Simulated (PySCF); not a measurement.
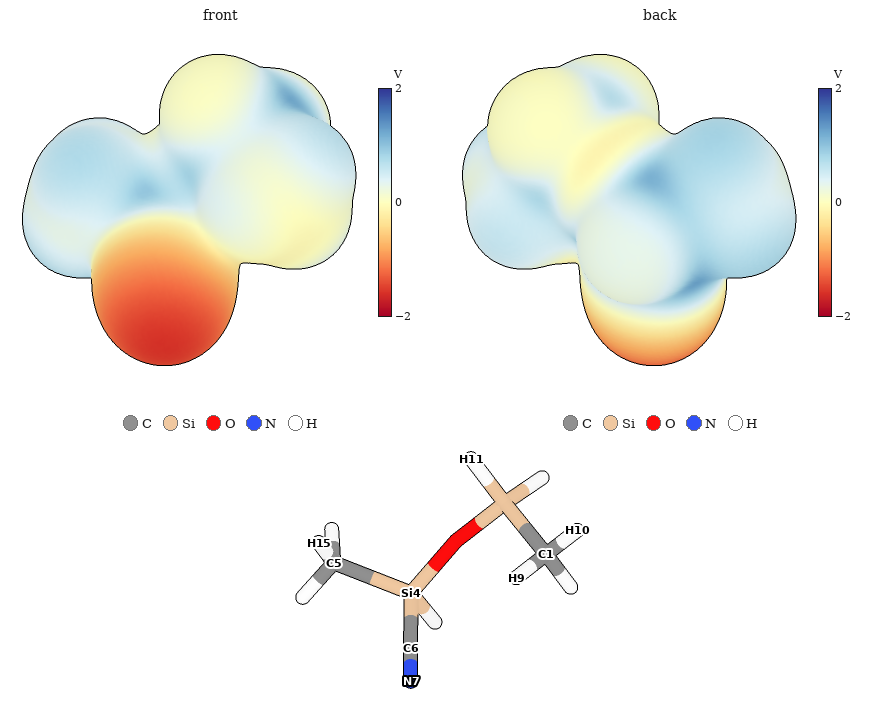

C3H9NOSi2. The molecular electrostatic potential painted on the density surface at 0.001 e/bohr³, seen from the front and from behind; the colour scale runs from red (negative) to blue (positive). The bare structure is drawn below in the same view.

Geometry: GFN2-xTB.

Computed with PySCF 2.14.0, CAM-B3LYP/def2-SVPD, SCF density, gas phase.

```yaml
atoms:
  - { symbol: C, position_ang: [2.5752, -0.7303, 0.4597] }
  - { symbol: Si, position_ang: [1.6840, 0.9064, 0.1299] }
  - { symbol: O, position_ang: [0.1201, 0.6039, -0.2345] }
  - { symbol: Si, position_ang: [-1.3021, -0.1555, -0.3192] }
  - { symbol: C, position_ang: [-2.6518, 0.8938, 0.4929] }
  - { symbol: C, position_ang: [-1.1576, -1.7558, 0.6510] }
  - { symbol: N, position_ang: [-1.0597, -2.7302, 1.2454] }
  - { symbol: H, position_ang: [2.5881, -1.3603, -0.4261] }
  - { symbol: H, position_ang: [2.0816, -1.2938, 1.2480] }
  - { symbol: H, position_ang: [3.6049, -0.5681, 0.7627] }
  - { symbol: H, position_ang: [1.6474, 1.7664, 1.3138] }
  - { symbol: H, position_ang: [2.1847, 1.5978, -1.0581] }
  - { symbol: H, position_ang: [-1.5243, -0.5055, -1.7212] }
  - { symbol: H, position_ang: [-2.7554, 1.8509, -0.0113] }
  - { symbol: H, position_ang: [-2.4279, 1.0964, 1.5377] }
  - { symbol: H, position_ang: [-3.6149, 0.3929, 0.4528] }
```

Describe the electrostatic potential map.

The most negative region (about −1.6 V) lies over N7, the most positive (about +1.2 V) over Si2 and Si4. N7 is the likeliest acceptor of a hydrogen bond.

What dipole moment does the calculation give?

Its dipole moment is 3.08 D.
